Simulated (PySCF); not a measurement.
**Frequency calculation, with input and output: Co2O2**

Co2O2, computed with UKS-based PBE0, Co def2-TZVP, O def2-TZVP; non-relativistic Hamiltonian; density fitting (PySCF 2.14.0).

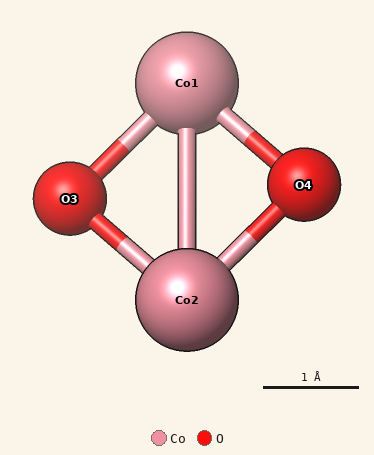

**Figure 1.** The structure (ball-and-stick view, seen at a tilt; atoms are numbered from 1 in the order of the input). Sticks mark near contacts. Bond lengths as drawn: Co–Co 2.44 Å and Co–O 1.75 Å.

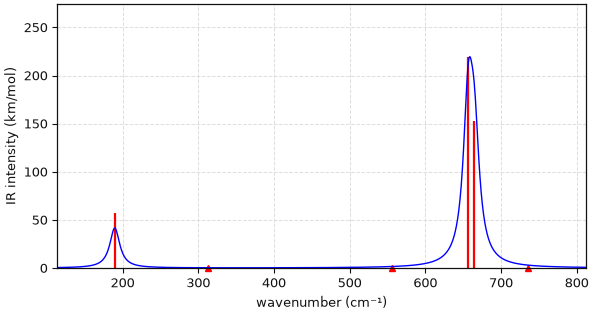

**Figure 2.** Harmonic infrared spectrum, unscaled: sticks (degenerate modes added up, dark ones marked on the axis) with a Lorentzian envelope of 16 cm⁻¹ full width, scaled to the tallest stick. 6 modes from 190 to 736 cm⁻¹, none imaginary. The strongest line is at 657 cm⁻¹ (219 km/mol). All modes, in cm⁻¹ (km/mol): 190 (57), 313 (0.0), 557 (0.0), 657 (219), 665 (153), 736 (0.0).

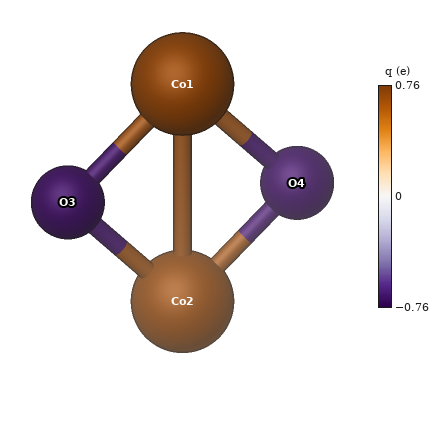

**Figure 3.** Mulliken charges, as the colour of each atom (ball-and-stick view, seen at a tilt; atoms are numbered from 1 in the order of the input). By element: Co +0.73 and O −0.73 e.

The input and output of the run follow.

Input file
```python
from pyscf import gto, scf, dft
mol = gto.M(atom='''
Co     1.219803     0.000000     0.000000
Co    -1.219803    -0.000000    -0.000000
O     -0.000000     1.249469     0.000000
O      0.000000    -1.249469    -0.000000''',
    basis={'Co': 'def2-TZVP', 'O': 'def2-TZVP'},
    charge=0, spin=0)
mf = dft.UKS(mol, xc='PBE0')
mf.grids.atom_grid = (75, 302)
aux = {'Co': 'def2-universal-JKFIT', 'O': 'def2-universal-JKFIT'}
mf = mf.density_fit(auxbasis=aux)
mf.conv_tol = 1e-09
mf.diis_space = 10
mf.max_cycle = 60
mf.verbose = 4
mf.kernel()
```

The script is an equivalent of the set-up of the self-consistent field. The run itself was carried out by a driver, which started from the orbitals of the step before it where there was one and computed the further properties.

Run as:
```bash
OMP_NUM_THREADS=4 python axn.py task.json out
```

The program's output
```
init E= -2915.3674758069
  alpha nocc = 35  HOMO = -0.22109371251125  LUMO = -0.100435047194241
  beta  nocc = 35  HOMO = -0.221091998555579  LUMO = -0.100435047194241
  HOMO = -0.221091998556  LUMO = -0.100435047194  gap/eV = 3.28324
cycle= 1 E= -2915.36747580703  delta_E= -1.28e-10  |g|= 2.49e-05  |ddm|= 2.56e-05
  alpha nocc = 35  HOMO = -0.221087817669077  LUMO = -0.10043117715734
  beta  nocc = 35  HOMO = -0.221094790534181  LUMO = -0.10043117715734
  HOMO = -0.221087817669  LUMO = -0.100431177157  gap/eV = 3.28323
cycle= 2 E= -2915.36747580533  delta_E= 1.69e-09  |g|= 9.58e-05  |ddm|= 4.98e-05
  alpha nocc = 35  HOMO = -0.221092749054832  LUMO = -0.100434432876703
  beta  nocc = 35  HOMO = -0.221092693013058  LUMO = -0.100434432876703
  HOMO = -0.221092693013  LUMO = -0.100434432877  gap/eV = 3.28328
cycle= 3 E= -2915.36747580757  delta_E= -2.24e-09  |g|= 8.26e-06  |ddm|= 3.45e-05
  alpha nocc = 35  HOMO = -0.22109271180944  LUMO = -0.100434402203663
  beta  nocc = 35  HOMO = -0.221092678252638  LUMO = -0.100434402203663
  HOMO = -0.221092678253  LUMO = -0.100434402204  gap/eV = 3.28328
cycle= 4 E= -2915.3674758076  delta_E= -3.09e-11  |g|= 7.9e-06  |ddm|= 2.32e-06
  alpha nocc = 35  HOMO = -0.221092326289725  LUMO = -0.100434078889139
  beta  nocc = 35  HOMO = -0.221092512210577  LUMO = -0.100434078889139
  HOMO = -0.22109232629  LUMO = -0.100434078889  gap/eV = 3.28328
Extra cycle  E= -2915.36747580803  delta_E= -4.28e-10  |g|= 1.2e-05  |ddm|= 3.12e-05
converged SCF energy = -2915.36747580803  <S^2> = 0.97136604  2S+1 = 2.2103086
```

Results in brief

| quantity | value |
| --- | --- |
| outcome | converged |
| total energy | −2915.367476 hartree |
| ⟨S²⟩ | 0.971 |
| HOMO | −6.02 eV |
| LUMO | −2.73 eV |
| zero-point energy | 0.007102 hartree |
| dipole moment | 0.00 D |
| wavenumbers, lowest and highest | 190 and 736 cm⁻¹ |
| hardware | 4 threads of Arm Neoverse V1, 24 GiB of memory available, shared host |
| wall time | 14 min (CPU time 49 min) |
| peak memory | 1.9 GiB |

Remarks

Checks after the run noted: the SCF density has lower symmetry than the nuclear frame; spin contamination. ⟨S²⟩ is 0.97 against 0.00 for a pure state: the solution is spin-contaminated.
